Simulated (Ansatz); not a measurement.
BH₇N₂Si

Input

```
crystal:
  periodic: [false, false, false]
  atoms:
    - { symbol: "N", position_ang: [-0.8381, 1.513, 0.3059] }
    - { symbol: B, position_ang: [-0.0769, 0.2682, 0.3098] }
    - { symbol: "N", position_ang: [0.3543, -0.326, 1.6192] }
    - { symbol: Si, position_ang: [0.4658, -0.5856, -1.3699] }
    - { symbol: H, position_ang: [-1.8189, 1.3167, -0.1279] }
    - { symbol: H, position_ang: [-1.0491, 1.8623, 1.2837] }
    - { symbol: H, position_ang: [1.4554, -0.3957, 1.5995] }
    - { symbol: H, position_ang: [-0.9069, -0.55368, 0.37697] }
    - { symbol: H, position_ang: [-0.1578, 0.1939, -2.4457] }
    - { symbol: H, position_ang: [-0.1651, -1.9547, -1.3584] }
    - { symbol: H, position_ang: [1.8451, -0.6649, -1.4683] }
magnetization:
  spin_polarized: true
basis:
  gaussian: { orbitals: def2-SVP }
hamiltonian:
  xc: pbe0
relax:
  f_tol: 0.02
  max_steps: 50
output:
  orbitals: {}
```

Run with:

```sh
ansatz run input.yaml --threads 2 --pin off --max-ram 3072MiB --backend cpu --events-out ev --progress --plain --runs-dir out
```

The fields are those of the relaxed geometry.

At this geometry the atoms fall into two loosely joined parts.

Level of theory: UKS PBE0/def2-SVP (Ansatz 0.2.0).

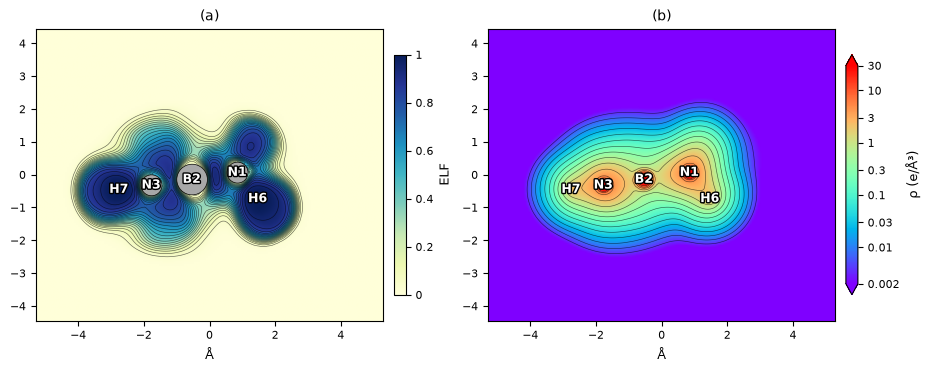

Figure 1. (a) ELF; (b) electron density on the plane of atoms B2, N1 and H6. Grey discs cover the atomic cores in the ELF map.

Question: What does the map show?

Answer:
- Atoms in the plane: N, B and H.
- B–N (1.25 Å): ρ at the midpoint is about 2.4 e/Å³; the ELF peaks at about 0.85 between the atoms (a polar covalent bond).
- N–H (0.99 Å): ρ is about 2.9 e/Å³ halfway; the ELF climbs to about 1 towards the hydrogen, as it does in any bond to H (a covalent bond by its length).
- B–N (1.40 Å): ρ is about 1.9 e/Å³ halfway; the ELF peaks at about 0.95 between the atoms (a shared but strongly polarised pair).

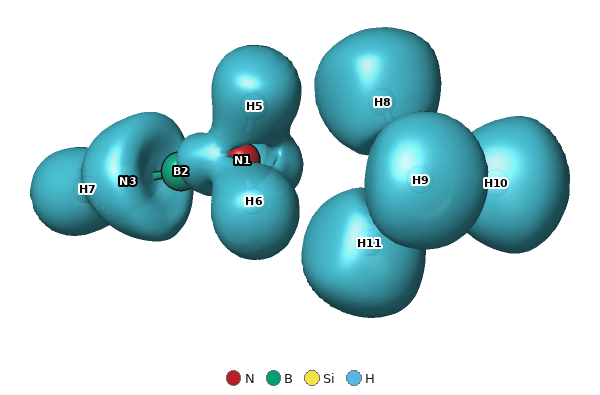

Figure 2. Isosurface of the ELF at 0.75 (cyan), seen from one side. Core shells and regions of very low density are left out.

Question: Identify the bonds, lone pairs and shells in this picture.

Answer: The surface consists of four regions around hydrogen nuclei, one joined region spread over several atoms (B, H, N), in which their bonds and any lone pairs are merged and one joined region spread over several atoms (H, N), in which their bonds and any lone pairs are merged.

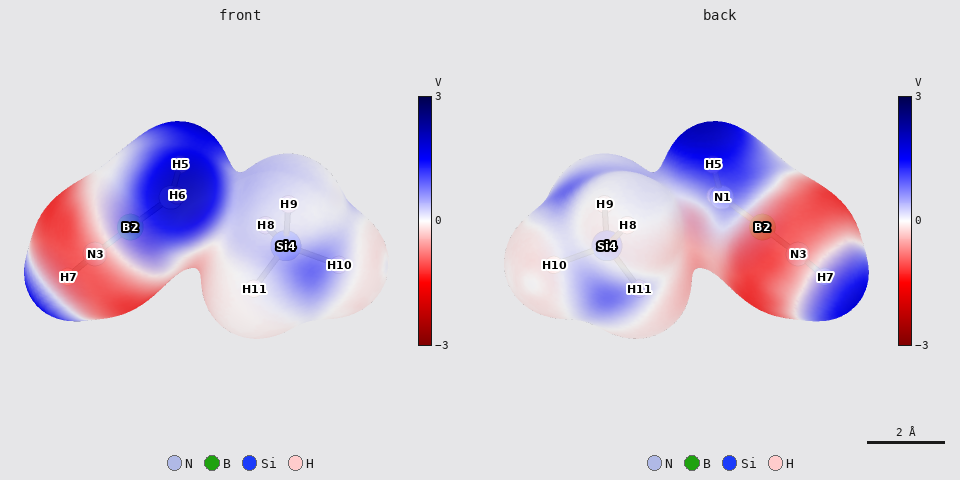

Figure 3. The electrostatic potential painted on the density surface at 0.002 e/bohr³, seen from the front and from behind; the colour scale runs from red (negative) to blue (positive).

Question: Where is the surface potential most negative and most positive?

Answer: The most negative region (about −1.2 V) lies over N3, the most positive (about +2.0 V) over H5 and H6. N3 is the likeliest acceptor of a hydrogen bond.
